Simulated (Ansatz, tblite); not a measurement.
# (Br2In-mu-SH)3 (Br₆H₃In₃S₃): removing an electron

What does removing an electron cost or gain for (Br2In-mu-SH)3 (Br₆H₃In₃S₃)? Each charged state is run at several levels.

Program: Ansatz 0.2.0, Gaussian basis. Level of theory: as each input shows. These are calculated values, not measurements.

Plan: charge +1 doublet, at the geometry of the singlet (PBE0-D4/def2-TZVP, PBE-D4/def2-TZVP, CAM-B3LYP-D4/def2-TZVP); the starting singlet's energies come from earlier runs.

2 further runs of the same task are left out: 1 that didn't finish, 1 set aside as unsound or not needed. Runs told in other sessions of the task aren't counted.

### Step 1. The structure

The geometry is that of the singlet, from an earlier relaxation (PBE-D4/def2-SVP).

15 atoms, charge 0, spin multiplicity 1.

Atoms are counted from 1 here; the program's logs count them from 0.

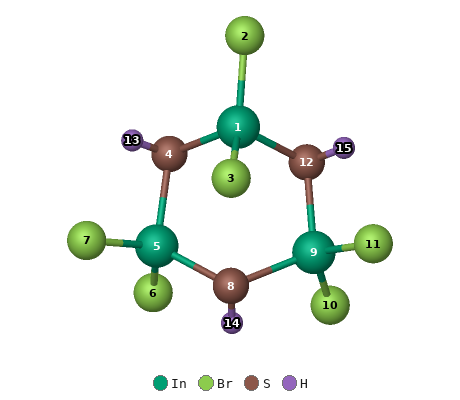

The structure; indium teal, bromine green, sulfur brown, hydrogen purple; atoms are numbered from 1 in the order of the file.

Geometry (Å):

```csv
atom,x (Å),y (Å),z (Å)
In1,2.1939,-0.6215,-0.2753
Br2,4.3792,-1.7202,-0.7549
Br3,2.0635,1.5136,1.0416
S4,0.8127,-0.3021,-2.4352
In5,-0.9861,1.4308,-1.6814
Br6,-3.1726,0.5664,-2.5435
Br7,0.0426,3.5927,-2.4088
S8,-1.3815,1.5338,0.8752
In9,-1.1411,-0.7915,1.9817
Br10,-3.4136,-1.7986,1.6806
Br11,-0.0360,-0.5552,4.2138
S12,0.5200,-2.3367,0.6918
H13,1.6002,0.7098,-2.9067
H14,-2.7231,1.3172,0.6871
H15,1.2418,-2.5386,1.8340
```

In takes a core potential in the def2 sets. No spin-orbit coupling is included.

### Step 2. Charge +1 doublet at the fixed geometry, PBE0-D4/def2-TZVP

Contents of in.yaml:

```yaml
crystal:
  periodic: [false, false, false]
  atoms:
    - {symbol: In, position_ang: [2.193888, -0.621505, -0.275327]}
    - {symbol: Br, position_ang: [4.379224, -1.720165, -0.754903]}
    - {symbol: Br, position_ang: [2.063516, 1.513588, 1.041600]}
    - {symbol: S, position_ang: [0.812728, -0.302150, -2.435213]}
    - {symbol: In, position_ang: [-0.986063, 1.430819, -1.681360]}
    - {symbol: Br, position_ang: [-3.172577, 0.566398, -2.543500]}
    - {symbol: Br, position_ang: [0.042599, 3.592726, -2.408791]}
    - {symbol: S, position_ang: [-1.381493, 1.533781, 0.875221]}
    - {symbol: In, position_ang: [-1.141114, -0.791498, 1.981710]}
    - {symbol: Br, position_ang: [-3.413557, -1.798576, 1.680605]}
    - {symbol: Br, position_ang: [-0.035982, -0.555179, 4.213792]}
    - {symbol: S, position_ang: [0.519972, -2.336669, 0.691812]}
    - {symbol: H, position_ang: [1.600237, 0.709798, -2.906730]}
    - {symbol: H, position_ang: [-2.723134, 1.317209, 0.687074]}
    - {symbol: H, position_ang: [1.241757, -2.538587, 1.834009]}
basis:
  gaussian: {orbitals: def2-TZVP, fitting: {mean_field: def2-universal-jkfit}}
total_charge: 1
magnetization: {spin_polarized: true, initial_magnetization: 1}
hamiltonian: {xc: pbe0, dispersion: d4}
scf: {omitted_lower_state_checks: [starts]}
output: {orbitals: {seedname: orbitals}}
```

Launch:

```sh
$ ansatz run in.yaml --threads 2 --pin off --events-out ev --progress --plain --max-ram 32768MiB --backend cuda --devices 0, --max-vram 18GiB
```

Output:

```text
Functional definition: PBE0
  name "PBE0"
  cite "Adamo & Barone, J. Chem. Phys. 110, 6158 (1999) doi:10.1063/1.478522"
  cite "Perdew, Burke & Ernzerhof, Phys. Rev. Lett. 77, 3865 (1996) doi:10.1103/PhysRevLett.77.3865"
  parent pbe
  parameter a = 0.25
  parameter kappa = 0.804
  parameter beta = 0.06672455060314922
  exchange = (1 - a)*pbe_x(kappa = kappa, mu = beta*pi^2/3) + a*exact_x
  correlation = pbe_c(beta = beta)
these checks for a lower state are left out or cut short: starts
2688 factors; integrals over basis functions are off by at most 5.5e-1 eV
mean field evaluation 1: about -468294.7942 eV, gradient 3.0e1 eV
mean field evaluation 2: about -468286.6545 eV, gradient 4.8e1 eV
mean field evaluation 4: about -468298.2115 eV, gradient 1.5e1 eV
mean field evaluation 8: about -468300.3775 eV, gradient 4.4e0 eV
mean field evaluation 16: about -468300.5668 eV, gradient 1.4e-1 eV
mean field evaluation 32: about -468300.5676 eV, gradient 1.6e-4 eV
mean field -468300.56764338 eV, -17209.7284353687 hartree, gradient 3.4e-6 eV, S^2 0.753452; 0 other end points of the search recorded, 0 dependent functions left out
reference -468300.56769566 eV, -17209.7284372899 hartree; 162, 161 occupied and 405, 406 virtual orbitals, 2688 factors
Total energy: -468301.59950759 eV, -17209.7663556790 hartree
Checks for a lower state left out: starts
```

Wall time 34 s (1 × H100 (card shared with other runs) with 2 threads of AMD EPYC 7R13, shared host); peak host memory 1.2 GiB.

HOMO -11.55 eV, LUMO -10.96 eV (over both spins); ⟨S²⟩ 0.753 (pure: 0.75).

### Step 3. Charge +1 doublet at the fixed geometry, PBE-D4/def2-TZVP

start.molden holds the orbitals of an earlier run on this state, given as this run's starting guess.

in.yaml: that of step 2 with these lines changed.

```diff
@@ -19,6 +19,6 @@
 basis:
-  gaussian: {orbitals: def2-TZVP, fitting: {mean_field: def2-universal-jkfit}}
+  gaussian: {orbitals: def2-TZVP, fitting: {mean_field: def2-universal-jkfit}, initial_orbitals: start.molden}
 total_charge: 1
 magnetization: {spin_polarized: true, initial_magnetization: 1}
-hamiltonian: {xc: pbe0, dispersion: d4}
+hamiltonian: {xc: pbe, dispersion: d4}
 scf: {omitted_lower_state_checks: [starts]}
```

Launched as before.

Output:

```text
Functional definition: PBE
  name "PBE"
  cite "Perdew, Burke & Ernzerhof, Phys. Rev. Lett. 77, 3865 (1996) doi:10.1103/PhysRevLett.77.3865"
  parent pbe
  parameter kappa = 0.804
  parameter beta = 0.06672455060314922
  exchange = pbe_x(kappa = kappa, mu = beta*pi^2/3)
  correlation = pbe_c(beta = beta)
these checks for a lower state are left out or cut short: starts
2688 factors; integrals over basis functions are off by at most 5.5e-1 eV
mean field evaluation 1: about -468283.6085 eV, gradient 1.7e1 eV
mean field evaluation 2: about -468284.0325 eV, gradient 6.1e-1 eV
mean field evaluation 4: about -468284.0539 eV, gradient 1.4e-1 eV
mean field evaluation 8: about -468284.0545 eV, gradient 1.4e-2 eV
mean field evaluation 16: about -468284.0545 eV, gradient 8.4e-3 eV
mean field -468284.05450661 eV, -17209.1215887854 hartree, gradient 2.4e-6 eV, S^2 0.750901; 0 other end points of the search recorded, 0 dependent functions left out
reference -468284.05457759 eV, -17209.1215913939 hartree; 162, 161 occupied and 405, 406 virtual orbitals, 2688 factors
Total energy: -468285.18138752 eV, -17209.1630008949 hartree
Checks for a lower state left out: starts
```

Wall time 18 s (1 × H100 (card shared with other runs) with 2 threads of AMD EPYC 7R13, shared host); peak host memory 1.2 GiB.

HOMO -10.63 eV, LUMO -10.63 eV (over both spins); ⟨S²⟩ 0.751 (pure: 0.75).

### Step 4. Charge +1 doublet at the fixed geometry, CAM-B3LYP-D4/def2-TZVP

in.yaml: that of step 3 with these lines changed.

```diff
@@ -22,3 +22,3 @@
 magnetization: {spin_polarized: true, initial_magnetization: 1}
-hamiltonian: {xc: pbe, dispersion: d4}
+hamiltonian: {xc: {name: CAM-B3LYP}, dispersion: d4}
 scf: {omitted_lower_state_checks: [starts]}
```

Same command.

Output:

```text
Functional definition: CAM-B3LYP
  name "CAM-B3LYP"
  cite "Yanai, Tew & Handy, Chem. Phys. Lett. 393, 51 (2004) doi:10.1016/j.cplett.2004.06.011"
  cite "Iikura, Tsuneda, Yanai & Hirao, J. Chem. Phys. 115, 3540 (2001) doi:10.1063/1.1383587"
  cite "Becke, Phys. Rev. A 38, 3098 (1988) doi:10.1103/PhysRevA.38.3098"
  cite "Lee, Yang & Parr, Phys. Rev. B 37, 785 (1988) doi:10.1103/PhysRevB.37.785"
  cite "Vosko, Wilk & Nusair, Can. J. Phys. 58, 1200 (1980) doi:10.1139/p80-159"
  parameter alpha = 0.19
  parameter beta = 0.46
  parameter omega = 0.33/bohr
  parameter ac = 0.81
  # Exact exchange under (alpha + beta erf(omega r))/r, Becke's under what is left of 1/r.
  exchange = (1 - alpha - beta)*b88_x + beta*b88_x_sr(omega) + alpha*exact_x + beta*exact_x_lr(omega)
  correlation = (1 - ac)*vwn5_c + ac*lyp_c
these checks for a lower state are left out or cut short: starts
2688 factors; integrals over basis functions are off by at most 5.5e-1 eV
2688 factors; integrals over basis functions are off by at most 1.5e-6 eV
mean field evaluation 1: about -468378.6031 eV, gradient 9.6e0 eV
mean field evaluation 2: about -468378.8315 eV, gradient 2.8e-1 eV
mean field evaluation 4: about -468378.8586 eV, gradient 9.5e-1 eV
mean field evaluation 8: about -468378.8744 eV, gradient 2.7e-1 eV
mean field evaluation 16: about -468378.8864 eV, gradient 2.5e-5 eV
mean field -468378.88636172 eV, -17212.6065951813 hartree, gradient 7.9e-6 eV, S^2 0.757367; 0 other end points of the search recorded, 0 dependent functions left out
reference -468378.88657905 eV, -17212.6066031680 hartree; 162, 161 occupied and 405, 406 virtual orbitals, 2688 factors
Total energy: -468380.01904535 eV, -17212.6482205371 hartree
Checks for a lower state left out: starts
```

Run time: 30 s. Hardware: 1 × H100 (card shared with other runs) with 2 threads of AMD EPYC 7R13, shared host; peak host memory 1.2 GiB.

Report: HOMO -12.62 eV, LUMO -10.83 eV (over both spins); ⟨S²⟩ 0.757 (pure: 0.75).

### Step 5. Vertical ionisation energy

Charged state less starting state, singlet to doublet; the starting state's energies are those of its earlier runs.

| level | vertical ionisation energy (eV) | time |
| --- | --- | --- |
| PBE-D4/def2-TZVP | +8.95 | 24 s |
| PBE0-D4/def2-TZVP | +9.75 | 44 s |
| CAM-B3LYP-D4/def2-TZVP | +10.34 | 38 s |

Times add the two runs; a level without a time comes out of a correlated run.

Beside −ε(HOMO) of the starting state:

```csv
level,−ε(HOMO) (eV),by difference (eV),mismatch (eV)
PBE-D4/def2-TZVP,7.21,8.95,-1.75
PBE0-D4/def2-TZVP,8.49,9.75,-1.26
CAM-B3LYP-D4/def2-TZVP,9.79,10.34,-0.55
```

### Step 6. What came out

| quantity | value |
| --- | --- |
| vertical ionisation energy, functionals in def2-TZVP | 8.95 (PBE-D4) to 10.34 eV (CAM-B3LYP-D4) |

In words: The vertical ionisation energy spans 8.95 to 10.34 eV over the functionals. −ε(HOMO) misses the level's own difference by -0.55 eV at best (CAM-B3LYP-D4) and -1.75 eV at worst (PBE-D4).
